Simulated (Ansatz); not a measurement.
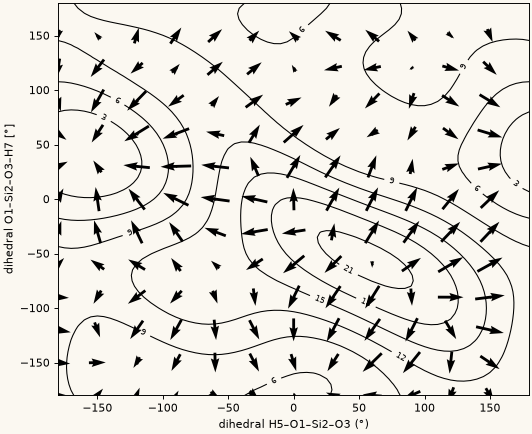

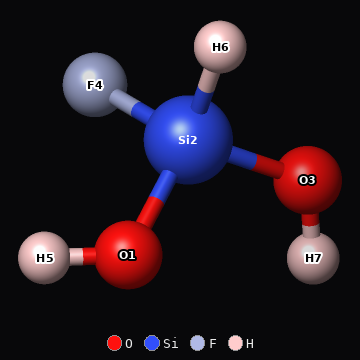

Energy landscape of FH3O2Si, SMILES O[SiH](O)F. First axis: dihedral H5–O1–Si2–O3. Second axis: dihedral O1–Si2–O3–H7. Nothing is relaxed (all other coordinates rigid). The grid has 12 × 12 points. Energies: kJ/mol, counted from the relaxed molecule at the same level. Level of theory: Ansatz, RKS B3LYP-D4/def2-TZVP.

In the figure: contour lines labelled in kJ/mol, dots at the grid points, arrows along the force (downhill), their lengths compressed. Between grid points the surface is interpolated. The second picture is the structure at the lowest point.

Summarise what can be read from the map.

Answer. The lowest grid point is at dihedral H5–O1–Si2–O3 = −150°, dihedral O1–Si2–O3–H7 = 30°, 0.28 kJ/mol from the relaxed molecule at the same level. The bottom of the well lies between grid points, at about dihedral H5–O1–Si2–O3 = −155°, dihedral O1–Si2–O3–H7 = 40°, about 0.27 kJ/mol lower on the interpolated surface. Higher local minima lie near dihedral H5–O1–Si2–O3 = 0°, dihedral O1–Si2–O3–H7 = −180° (5.2 kJ/mol above the lowest at that grid point); dihedral H5–O1–Si2–O3 = 60°, dihedral O1–Si2–O3–H7 = 60° (5.9 kJ/mol above the lowest at that grid point); dihedral H5–O1–Si2–O3 = −120°, dihedral O1–Si2–O3–H7 = −150° (6.6 kJ/mol above the lowest at that grid point). The highest grid point, dihedral H5–O1–Si2–O3 = 60°, dihedral O1–Si2–O3–H7 = −60°, lies 21.5 kJ/mol above the lowest. On the interpolated surface the easiest way out of the lowest well to the well at about dihedral H5–O1–Si2–O3 = 40°, dihedral O1–Si2–O3–H7 = 65° passes a barrier of about 6.8 kJ/mol, counted from the interpolated bottom of the well. Round the minimum the valley is somewhat tilted: raising dihedral H5–O1–Si2–O3 shifts the best value of dihedral O1–Si2–O3–H7 downwards (coupling k₁₂/√(k₁₁k₂₂) about 0.2).

The whole map (144 points run) took 13 min on 1 thread of Arm Neoverse V1, with other jobs on the host.
